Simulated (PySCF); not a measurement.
# Br, Br⁺: ionisation energy in def2-TZVP

Aim: the ionisation energy of bromine from differences of total energies, at each level of theory, and how far each lands from the tabulated value where there is one.

Method: unrestricted determinants in a Gaussian basis, no spin-orbit coupling in the energies. Code: PySCF 2.14.0.

**1. The atom as given**

| Item | Value |
| --- | --- |
| Element | bromine (Z = 35) |
| Basis | def2-TZVP (6s5p4d1f, 48 functions) |
| Hamiltonian | the non-relativistic Hamiltonian (point nucleus) |
| State 1 | Br: [Ar] 3d10 4s2 4p5, 2P determinant |
| State 2 | Br⁺: [Ar] 3d10 4s2 4p4, high-spin 3P determinant |
| Methods | UHF, M06-2X, MN15, MP2, CCSD(T) |
| Core shells frozen in the correlated runs | valence: [Ar] 3d10 (for Br) |

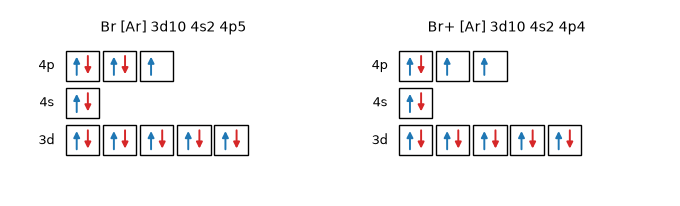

The shells outside the core, filled by Hund's rule for the drawing.

One driver process ran all states and methods and kept the integrals in memory. Each run is shown as a PySCF script that sums up its settings (the driver passes frozen orbitals as a list and adds second-order terms of double hybrids); the logs are those of the runs themselves. The driver starts from symmetry-adapted Hartree-Fock orbitals, holds the occupation by maximum overlap and uses a logarithmic radial grid for functionals, so a plain start would take other cycles.

It was started by

```sh
OMP_NUM_THREADS=1 python atomrun2.py TASK.json OUT
```

The integrals over 48 functions and the set-up took 0.17 s of CPU time.

**2. Br**

**UHF**

input.py

```python
from pyscf import gto, scf, dft, mp, cc
import basis_set_exchange as bse
mol = gto.M(atom="Br 0 0 0", charge=0, spin=1, symmetry="D2h",
            basis=gto.basis.parse(bse.get_basis("def2-TZVP", elements=["Br"], fmt="nwchem", header=False)))
mf = scf.UHF(mol)
mf.irrep_nelec = {'Ag': (6, 6), 'B1g': (1, 1), 'B2g': (1, 1), 'B3g': (1, 1), 'B1u': (3, 3), 'B2u': (3, 3), 'B3u': (3, 2)}
mf.kernel()
```

Output:

```text
damping factor = 0
level_shift factor = 0
DIIS = <class 'pyscf.scf.diis.CDIIS'>
diis_start_cycle = 1
diis_space = 10
diis_damp = 0
SCF conv_tol = 1e-09
SCF conv_tol_grad = None
number electrons alpha = 18  beta = 17
cycle= 1 E= -2572.39740433847  delta_E= -0.00512  |g|= 0.0285  |ddm|= 0.0553
cycle= 2 E= -2572.39800119822  delta_E= -0.000597  |g|= 0.0105  |ddm|= 0.0194
cycle= 3 E= -2572.39810006919  delta_E= -9.89e-05  |g|= 0.000859  |ddm|= 0.0126
cycle= 4 E= -2572.39810103837  delta_E= -9.69e-07  |g|= 0.000353  |ddm|= 0.00197
cycle= 5 E= -2572.39810114888  delta_E= -1.11e-07  |g|= 0.000119  |ddm|= 0.000649
cycle= 6 E= -2572.3981011699  delta_E= -2.1e-08  |g|= 2.21e-05  |ddm|= 0.000403
cycle= 7 E= -2572.39810117059  delta_E= -6.92e-10  |g|= 3.59e-06  |ddm|= 7.55e-05
converged SCF energy = -2572.39810117059  <S^2> = 0.75868913  2S+1 = 2.0086703
```

It took 0.22 s on 1 thread of Neoverse-V1, shared host, the integrals not counted.

Orbital energies by shell (radii are means over both spins):

```
shell  electrons  mean orbital energy (eV)  spread (eV)  rms radius (bohr)
 1s α          1                  -13335.1            0             0.0505
 1s β          1                  -13335.0            0             0.0505
 2s α          1                   -1774.1            0              0.210
 2s β          1                   -1774.1            0              0.210
 2p α          3                   -1593.3        0.205              0.185
 2p β          3                   -1593.2        0.076              0.185
 3s α          1                   -268.69            0              0.599
 3s β          1                   -268.47            0              0.599
 3p α          3                   -203.61        0.640              0.612
 3p β          3                   -203.31        0.093              0.612
 3d α          5                   -87.644        0.595              0.648
 3d β          5                   -87.493        0.317              0.648
 4s α          1                   -28.481            0               1.86
 4s β          1                   -25.580            0               1.86
 4p α          3                   -12.971        1.892               2.28
 4p β          2                   -11.792            0               2.28
```

⟨S²⟩ = 0.759, ⟨L²⟩ = 2.03.

**M06-2X**

Changes to input.py:

```diff
@@ -4,3 +4,3 @@
             basis=gto.basis.parse(bse.get_basis("def2-TZVP", elements=["Br"], fmt="nwchem", header=False)))
-mf = scf.UHF(mol)
+mf = dft.UKS(mol, xc="M062X")
 mf.irrep_nelec = {'Ag': (6, 6), 'B1g': (1, 1), 'B2g': (1, 1), 'B3g': (1, 1), 'B1u': (3, 3), 'B2u': (3, 3), 'B3u': (3, 2)}
```

Output:

```text
damping factor = 0
level_shift factor = 0
DIIS = <class 'pyscf.scf.diis.CDIIS'>
diis_start_cycle = 1
diis_space = 10
diis_damp = 0
SCF conv_tol = 1e-09
SCF conv_tol_grad = None
number electrons alpha = 18  beta = 17
XC functionals = M062X
    Y. Zhao and D. G. Truhlar.,  Theor. Chem. Acc. 120, 215 (2008)
    Y. Zhao and D. G. Truhlar.,  Theor. Chem. Acc. 120, 215 (2008)
cycle= 1 E= -2574.15007910206  delta_E= -0.00617  |g|= 0.0194  |ddm|= 0.113
cycle= 2 E= -2574.15018428867  delta_E= -0.000105  |g|= 0.00921  |ddm|= 0.0131
cycle= 3 E= -2574.15019608745  delta_E= -1.18e-05  |g|= 0.002  |ddm|= 0.00421
cycle= 4 E= -2574.15019749634  delta_E= -1.41e-06  |g|= 0.000279  |ddm|= 0.00156
cycle= 5 E= -2574.15019753049  delta_E= -3.41e-08  |g|= 6.49e-05  |ddm|= 0.000374
cycle= 6 E= -2574.15019753213  delta_E= -1.64e-09  |g|= 6.47e-06  |ddm|= 7.69e-05
cycle= 7 E= -2574.15019753218  delta_E= -4.68e-11  |g|= 5.2e-07  |ddm|= 1.8e-05
converged SCF energy = -2574.15019753218  <S^2> = 0.75338315  2S+1 = 2.0033803
```

Time after the integrals: 1.5 s (1 thread of Neoverse-V1, shared host).

**MN15**

Changes to input.py:

```diff
@@ -4,3 +4,3 @@
             basis=gto.basis.parse(bse.get_basis("def2-TZVP", elements=["Br"], fmt="nwchem", header=False)))
-mf = dft.UKS(mol, xc="M062X")
+mf = dft.UKS(mol, xc="MN15")
 mf.irrep_nelec = {'Ag': (6, 6), 'B1g': (1, 1), 'B2g': (1, 1), 'B3g': (1, 1), 'B1u': (3, 3), 'B2u': (3, 3), 'B3u': (3, 2)}
```

Output:

```text
damping factor = 0
level_shift factor = 0
DIIS = <class 'pyscf.scf.diis.CDIIS'>
diis_start_cycle = 1
diis_space = 10
diis_damp = 0
SCF conv_tol = 1e-09
SCF conv_tol_grad = None
number electrons alpha = 18  beta = 17
XC functionals = MN15
    H. S. Yu, X. He, S. L. Li, and D. G. Truhlar.,  Chem. Sci. 7, 5032-5051 (2016)
    H. S. Yu, X. He, S. L. Li, and D. G. Truhlar.,  Chem. Sci. 7, 5032-5051 (2016)
cycle= 1 E= -2574.44001961583  delta_E= -0.0333  |g|= 0.201  |ddm|=  0.3
cycle= 2 E= -2574.44175258806  delta_E= -0.00173  |g|= 0.147  |ddm|= 0.121
cycle= 3 E= -2574.44404579073  delta_E= -0.00229  |g|= 0.00701  |ddm|= 0.0581
cycle= 4 E= -2574.44406177032  delta_E= -1.6e-05  |g|= 0.000997  |ddm|= 0.00845
cycle= 5 E= -2574.44406225437  delta_E= -4.84e-07  |g|= 7.62e-05  |ddm|= 0.00111
cycle= 6 E= -2574.44406225889  delta_E= -4.52e-09  |g|= 4.94e-06  |ddm|= 0.000103
cycle= 7 E= -2574.4440622589  delta_E= -1.91e-11  |g|= 7.67e-07  |ddm|= 1.05e-05
converged SCF energy = -2574.4440622589  <S^2> = 0.75299596  2S+1 = 2.0029937
```

It took 1.5 s on 1 thread of Neoverse-V1, shared host, the integrals not counted.

**MP2 (valence)**

input.py

```python
from pyscf import gto, scf, dft, mp, cc
import basis_set_exchange as bse
mol = gto.M(atom="Br 0 0 0", charge=0, spin=1, symmetry="D2h",
            basis=gto.basis.parse(bse.get_basis("def2-TZVP", elements=["Br"], fmt="nwchem", header=False)))
mf = scf.UHF(mol)
mf.irrep_nelec = {'Ag': (6, 6), 'B1g': (1, 1), 'B2g': (1, 1), 'B3g': (1, 1), 'B1u': (3, 3), 'B2u': (3, 3), 'B3u': (3, 2)}
mf.kernel()
mp.UMP2(mf, frozen=14).kernel()
```

This step left no log, only its results.

It took 0.03 s on 1 thread of Neoverse-V1, shared host, the integrals not counted.

With 7 electrons correlated, the MP2 correlation energy is -0.13407 hartree (-0.03039 same spin, -0.10369 opposite spin); the SCS form gives -0.13455. Largest pairs of shells: 4p-4p -0.0816, 4s-4p -0.0445, 4s-4s -0.0080.

**CCSD(T) (valence)**

Changes to input.py:

```diff
@@ -7,2 +7,3 @@
 mf.kernel()
-mp.UMP2(mf, frozen=14).kernel()
+mycc = cc.CCSD(mf, frozen=14).run()
+mycc.ccsd_t()
```

Output:

```text
CC2 = 0
CCSD nocc = (np.int64(4), np.int64(3)), nmo = (34, 34)
frozen orbitals [[0, 1, 2, 3, 4, 5, 6, 7, 8, 9, 10, 11, 12, 13], [0, 1, 2, 3, 4, 5, 6, 7, 8, 9, 10, 11, 12, 13]]
max_cycle = 100
direct = 0
conv_tol = 1e-08
conv_tol_normt = 1e-06
diis_space = 8
diis_start_cycle = 0
Init t2, MP2 energy = -0.13407350973096
Init E_corr(UCCSD) = -0.134073509739502
cycle = 1  E_corr(UCCSD) = -0.149389867477  dE = -0.0153163577  norm(t1,t2) = 0.0372773
cycle = 2  E_corr(UCCSD) = -0.152475818550706  dE = -0.00308595107  norm(t1,t2) = 0.0113943
cycle = 3  E_corr(UCCSD) = -0.153736873216264  dE = -0.00126105467  norm(t1,t2) = 0.00443963
cycle = 4  E_corr(UCCSD) = -0.15368443772746  dE = 5.24354888e-05  norm(t1,t2) = 0.000605682
cycle = 5  E_corr(UCCSD) = -0.153684747528868  dE = -3.09801407e-07  norm(t1,t2) = 0.000113841
cycle = 6  E_corr(UCCSD) = -0.153685456854747  dE = -7.09325879e-07  norm(t1,t2) = 2.79277e-05
cycle = 7  E_corr(UCCSD) = -0.153685337569377  dE = 1.1928537e-07  norm(t1,t2) = 7.03388e-06
cycle = 8  E_corr(UCCSD) = -0.153685337828517  dE = -2.59140154e-10  norm(t1,t2) = 1.80948e-06
cycle = 9  E_corr(UCCSD) = -0.153685330481597  dE = 7.34692016e-09  norm(t1,t2) = 3.21039e-07
UCCSD converged
E(UCCSD) = -2572.551786501076  E_corr = -0.1536853304815972
UCCSD(T) correction = -0.00456761062412481
```

It took 0.8 s on 1 thread of Neoverse-V1, shared host, the integrals not counted.

CCSD correlation -0.15369 hartree, triples -0.00457; total -2572.556354. T1 = 0.006, largest double amplitude 0.046.

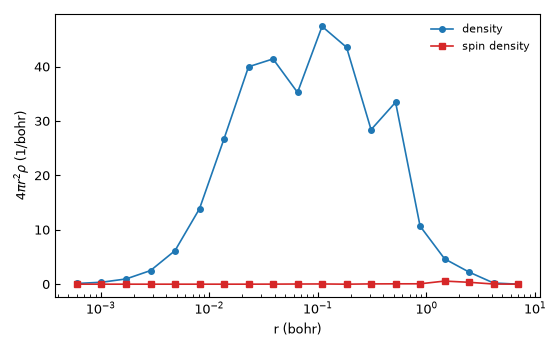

Radial density 4πr²ρ of Br at UHF, at 19 stored radii joined by straight lines.

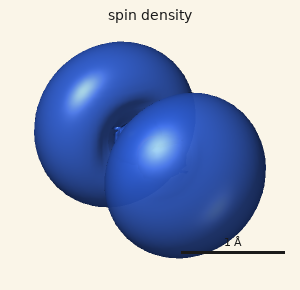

Spin density of Br at UHF: surfaces at ±0.087 e/Å³ (blue: excess of up spin, orange: of down spin); z points up.

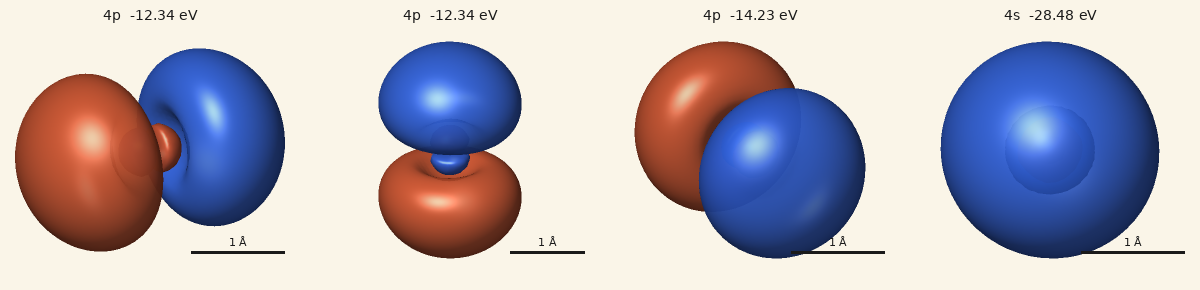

The highest occupied up-spin orbitals of Br at UHF, each at the surface that holds about 70 % of its density; the colours give the sign, and each panel has its own scale.

**3. Br⁺, method by method**

**UHF**

input.py

```python
from pyscf import gto, scf, dft, mp, cc
import basis_set_exchange as bse
mol = gto.M(atom="Br 0 0 0", charge=1, spin=2, symmetry="D2h",
            basis=gto.basis.parse(bse.get_basis("def2-TZVP", elements=["Br"], fmt="nwchem", header=False)))
mf = scf.UHF(mol)
mf.irrep_nelec = {'Ag': (6, 6), 'B1g': (1, 1), 'B2g': (1, 1), 'B3g': (1, 1), 'B1u': (3, 2), 'B2u': (3, 3), 'B3u': (3, 2)}
mf.kernel()
```

Output:

```text
damping factor = 0
level_shift factor = 0
DIIS = <class 'pyscf.scf.diis.CDIIS'>
diis_start_cycle = 1
diis_space = 10
diis_damp = 0
SCF conv_tol = 1e-09
SCF conv_tol_grad = None
number electrons alpha = 18  beta = 16
cycle= 1 E= -2572.00185171192  delta_E= -0.00559  |g|= 0.0302  |ddm|= 0.0591
cycle= 2 E= -2572.00251435054  delta_E= -0.000663  |g|= 0.0112  |ddm|= 0.0209
cycle= 3 E= -2572.00262344196  delta_E= -0.000109  |g|= 0.000754  |ddm|= 0.0132
cycle= 4 E= -2572.00262408515  delta_E= -6.43e-07  |g|= 0.000256  |ddm|= 0.00153
cycle= 5 E= -2572.00262413129  delta_E= -4.61e-08  |g|= 7.72e-05  |ddm|= 0.000409
cycle= 6 E= -2572.00262413698  delta_E= -5.69e-09  |g|= 1e-05  |ddm|= 0.000202
cycle= 7 E= -2572.00262413707  delta_E= -9.64e-11  |g|= 1.43e-06  |ddm|= 3.04e-05
converged SCF energy = -2572.00262413707  <S^2> = 2.0091549  2S+1 = 3.0060971
```

It took 0.35 s on 1 thread of Neoverse-V1, shared host, the integrals not counted.

The occupied shells:

```
shell  electrons  mean orbital energy (eV)  spread (eV)  rms radius (bohr)
 1s α          1                  -13346.5            0             0.0505
 1s β          1                  -13346.3            0             0.0505
 2s α          1                   -1785.4            0              0.210
 2s β          1                   -1785.3            0              0.210
 2p α          3                   -1604.6        0.232              0.185
 2p β          3                   -1604.3        0.084              0.185
 3s α          1                   -280.00            0              0.598
 3s β          1                   -279.50            0              0.598
 3p α          3                   -214.92        0.714              0.612
 3p β          3                   -214.25        0.101              0.612
 3d α          5                   -98.882        0.663              0.647
 3d β          5                   -98.546        0.351              0.647
 4s α          1                   -39.741            0               1.81
 4s β          1                   -33.655            0               1.81
 4p α          3                   -23.546        1.979               2.12
 4p β          1                   -21.105            0               2.12
```

⟨S²⟩ = 2.009, ⟨L²⟩ = 2.03.

**M06-2X**

Changes to input.py:

```diff
@@ -4,3 +4,3 @@
             basis=gto.basis.parse(bse.get_basis("def2-TZVP", elements=["Br"], fmt="nwchem", header=False)))
-mf = scf.UHF(mol)
+mf = dft.UKS(mol, xc="M062X")
 mf.irrep_nelec = {'Ag': (6, 6), 'B1g': (1, 1), 'B2g': (1, 1), 'B3g': (1, 1), 'B1u': (3, 2), 'B2u': (3, 3), 'B3u': (3, 2)}
```

Output:

```text
damping factor = 0
level_shift factor = 0
DIIS = <class 'pyscf.scf.diis.CDIIS'>
diis_start_cycle = 1
diis_space = 10
diis_damp = 0
SCF conv_tol = 1e-09
SCF conv_tol_grad = None
number electrons alpha = 18  beta = 16
XC functionals = M062X
    Y. Zhao and D. G. Truhlar.,  Theor. Chem. Acc. 120, 215 (2008)
    Y. Zhao and D. G. Truhlar.,  Theor. Chem. Acc. 120, 215 (2008)
cycle= 1 E= -2573.7199873629  delta_E= -0.00678  |g|= 0.0212  |ddm|= 0.118
cycle= 2 E= -2573.72011369522  delta_E= -0.000126  |g|= 0.0103  |ddm|= 0.0164
cycle= 3 E= -2573.72012771671  delta_E= -1.4e-05  |g|= 0.0019  |ddm|= 0.00488
cycle= 4 E= -2573.72012894638  delta_E= -1.23e-06  |g|= 0.000142  |ddm|= 0.00142
cycle= 5 E= -2573.72012895616  delta_E= -9.78e-09  |g|= 2.86e-05  |ddm|= 0.000197
cycle= 6 E= -2573.72012895641  delta_E= -2.5e-10  |g|= 3.23e-06  |ddm|= 3.34e-05
converged SCF energy = -2573.72012895641  <S^2> = 2.0045107  2S+1 = 3.0030056
```

Time after the integrals: 1.2 s (1 thread of Neoverse-V1, shared host).

**MN15**

Changes to input.py:

```diff
@@ -4,3 +4,3 @@
             basis=gto.basis.parse(bse.get_basis("def2-TZVP", elements=["Br"], fmt="nwchem", header=False)))
-mf = dft.UKS(mol, xc="M062X")
+mf = dft.UKS(mol, xc="MN15")
 mf.irrep_nelec = {'Ag': (6, 6), 'B1g': (1, 1), 'B2g': (1, 1), 'B3g': (1, 1), 'B1u': (3, 2), 'B2u': (3, 3), 'B3u': (3, 2)}
```

Output:

```text
damping factor = 0
level_shift factor = 0
DIIS = <class 'pyscf.scf.diis.CDIIS'>
diis_start_cycle = 1
diis_space = 10
diis_damp = 0
SCF conv_tol = 1e-09
SCF conv_tol_grad = None
number electrons alpha = 18  beta = 16
XC functionals = MN15
    H. S. Yu, X. He, S. L. Li, and D. G. Truhlar.,  Chem. Sci. 7, 5032-5051 (2016)
    H. S. Yu, X. He, S. L. Li, and D. G. Truhlar.,  Chem. Sci. 7, 5032-5051 (2016)
cycle= 1 E= -2574.00813042339  delta_E= -0.0326  |g|= 0.205  |ddm|= 0.299
cycle= 2 E= -2574.0099743035  delta_E= -0.00184  |g|= 0.15  |ddm|= 0.124
cycle= 3 E= -2574.01232613975  delta_E= -0.00235  |g|= 0.00382  |ddm|= 0.0583
cycle= 4 E= -2574.01233028078  delta_E= -4.14e-06  |g|= 0.00067  |ddm|= 0.00398
cycle= 5 E= -2574.01233045227  delta_E= -1.71e-07  |g|= 4.56e-05  |ddm|= 0.000711
cycle= 6 E= -2574.01233045346  delta_E= -1.19e-09  |g|= 2.51e-06  |ddm|= 6.26e-05
cycle= 7 E= -2574.01233045347  delta_E= -4.55e-12  |g|= 3.92e-07  |ddm|= 6.52e-06
converged SCF energy = -2574.01233045347  <S^2> = 2.0032422  2S+1 = 3.0021607
```

Time after the integrals: 1.3 s (1 thread of Neoverse-V1, shared host).

**MP2 (valence)**

input.py

```python
from pyscf import gto, scf, dft, mp, cc
import basis_set_exchange as bse
mol = gto.M(atom="Br 0 0 0", charge=1, spin=2, symmetry="D2h",
            basis=gto.basis.parse(bse.get_basis("def2-TZVP", elements=["Br"], fmt="nwchem", header=False)))
mf = scf.UHF(mol)
mf.irrep_nelec = {'Ag': (6, 6), 'B1g': (1, 1), 'B2g': (1, 1), 'B3g': (1, 1), 'B1u': (3, 2), 'B2u': (3, 3), 'B3u': (3, 2)}
mf.kernel()
mp.UMP2(mf, frozen=14).kernel()
```

No log was kept for this step.

Time after the integrals: 0.03 s (1 thread of Neoverse-V1, shared host).

With 6 electrons correlated, the MP2 correlation energy is -0.10436 hartree (-0.02342 same spin, -0.08094 opposite spin); the SCS form gives -0.10493. Largest pairs of shells: 4s-4p -0.0484, 4p-4p -0.0476, 4s-4s -0.0083.

**CCSD(T) (valence)**

Changes to input.py:

```diff
@@ -7,2 +7,3 @@
 mf.kernel()
-mp.UMP2(mf, frozen=14).kernel()
+mycc = cc.CCSD(mf, frozen=14).run()
+mycc.ccsd_t()
```

Output:

```text
CC2 = 0
CCSD nocc = (np.int64(4), np.int64(2)), nmo = (34, 34)
frozen orbitals [[0, 1, 2, 3, 4, 5, 6, 7, 8, 9, 10, 11, 12, 13], [0, 1, 2, 3, 4, 5, 6, 7, 8, 9, 10, 11, 12, 13]]
max_cycle = 100
direct = 0
conv_tol = 1e-08
conv_tol_normt = 1e-06
diis_space = 8
diis_start_cycle = 0
Init t2, MP2 energy = -0.104362683885649
Init E_corr(UCCSD) = -0.104362683886905
cycle = 1  E_corr(UCCSD) = -0.119516754347962  dE = -0.0151540705  norm(t1,t2) = 0.0381916
cycle = 2  E_corr(UCCSD) = -0.122676931188155  dE = -0.00316017684  norm(t1,t2) = 0.0118152
cycle = 3  E_corr(UCCSD) = -0.124011104796236  dE = -0.00133417361  norm(t1,t2) = 0.00448592
cycle = 4  E_corr(UCCSD) = -0.123968454918947  dE = 4.26498773e-05  norm(t1,t2) = 0.000523402
cycle = 5  E_corr(UCCSD) = -0.123969483731953  dE = -1.02881301e-06  norm(t1,t2) = 8.00058e-05
cycle = 6  E_corr(UCCSD) = -0.123969483119569  dE = 6.12383519e-10  norm(t1,t2) = 1.73091e-05
cycle = 7  E_corr(UCCSD) = -0.123969663908421  dE = -1.80788852e-07  norm(t1,t2) = 3.83956e-06
cycle = 8  E_corr(UCCSD) = -0.123969584753575  dE = 7.91548457e-08  norm(t1,t2) = 8.29032e-07
cycle = 9  E_corr(UCCSD) = -0.123969595529889  dE = -1.0776314e-08  norm(t1,t2) = 1.33273e-07
cycle = 10  E_corr(UCCSD) = -0.123969595206081  dE = 3.23807758e-10  norm(t1,t2) = 2.32177e-08
UCCSD converged
E(UCCSD) = -2572.12659373228  E_corr = -0.1239695952060815
UCCSD(T) correction = -0.0033273644473965
```

Time after the integrals: 0.8 s (1 thread of Neoverse-V1, shared host).

CCSD correlation -0.12397 hartree, triples -0.00333; total -2572.129921. T1 = 0.007, largest double amplitude 0.046.

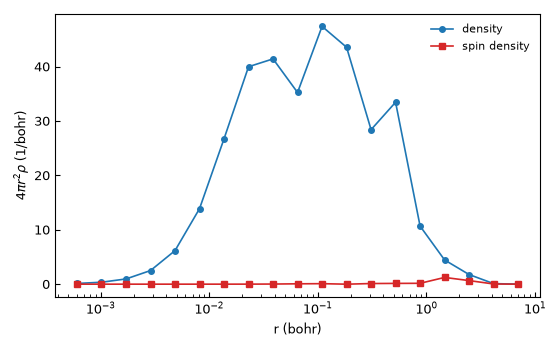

Radial density 4πr²ρ of Br⁺ at UHF, at 19 stored radii joined by straight lines.

**4. How the shells move**

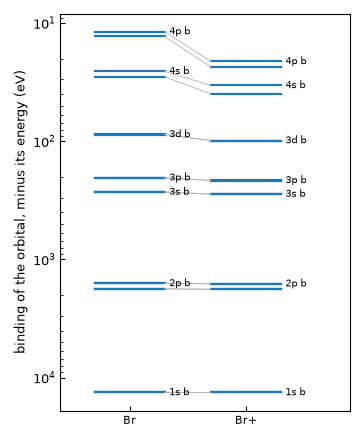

Hartree-Fock orbital energies of the states on a logarithmic scale (a, b: spin up and down; * marks an excited configuration).

**5. Differences of total energies**

Ionisation energy: Br [Ar] 3d10 4s2 4p5 (2P) → Br⁺ [Ar] 3d10 4s2 4p4 (3P).

```
           method  value (eV)  less the reference (eV)  CPU time, both states (s)
              UHF      10.761                   -1.083                       0.57
           M06-2X      11.703                   -0.141                        2.7
             MN15      11.748                   -0.096                        2.8
    MP2 (valence)      11.570                   -0.274                       0.63
SCS-MP2 (valence)      11.567                   -0.277                       0.63
   CCSD (valence)      11.570                   -0.274                           
CCSD(T) (valence)      11.604                   -0.240                        2.2
```

Reference: 11.844 eV (measured; NIST levels, between the centres of gravity of the two terms). The calculation is non-relativistic, which matters at this Z. Errors of the correlated levels include the incompleteness of this basis.

Times are CPU seconds on a shared host without the integrals; correlated rows include their Hartree-Fock run, whose time holds the symmetry-adapted start and any spin-orbit constants, while functionals begin from orbitals already made.

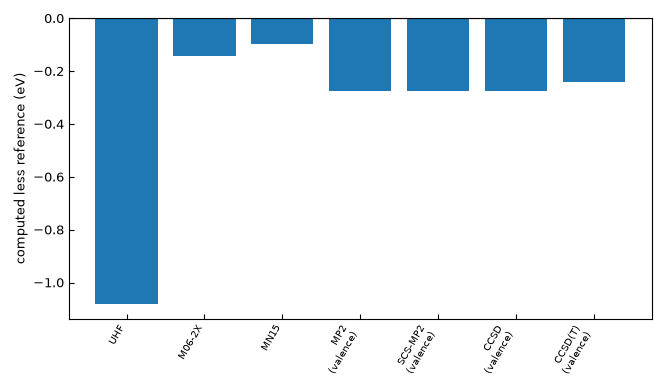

Computed less reference values by method, where the reference is not like for like or is itself uncertain.

**6. What came out**

| quantity | value |
| --- | --- |
| ionisation energy, Br | UHF 10.761, CCSD(T) (valence) 11.604 eV; reference 11.844 |

Each level's miss and price (over 1 difference):

```
           method  mean absolute miss against CCSD(T) (valence) (eV)  CPU time, both states (s)
              UHF                                              0.842                       0.57
           M06-2X                                              0.099                        2.7
             MN15                                              0.144                        2.8
    MP2 (valence)                                              0.034                       0.63
SCS-MP2 (valence)                                              0.036                       0.63
   CCSD (valence)                                              0.034                           
CCSD(T) (valence)                                              0.000                        2.2
```

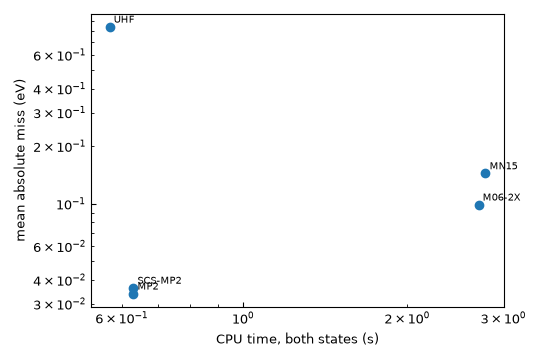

Miss against CCSD(T) (valence) and CPU time.

**Reading.** The methods span 0.987 eV, from UHF (10.761) to MN15 (11.748). The reference is uncertain or not like for like (spin-orbit coupling or other relativistic terms), so no ranking of close methods is drawn. All values hold for this basis alone; no basis-set limit was taken. The dearest level timed, MN15, costs 4.9 times the cheapest, UHF, and differs from CCSD(T) (valence) by 0.14 against 0.84 eV; CCSD(T) (valence) in this basis is a yardstick, not the exact answer.
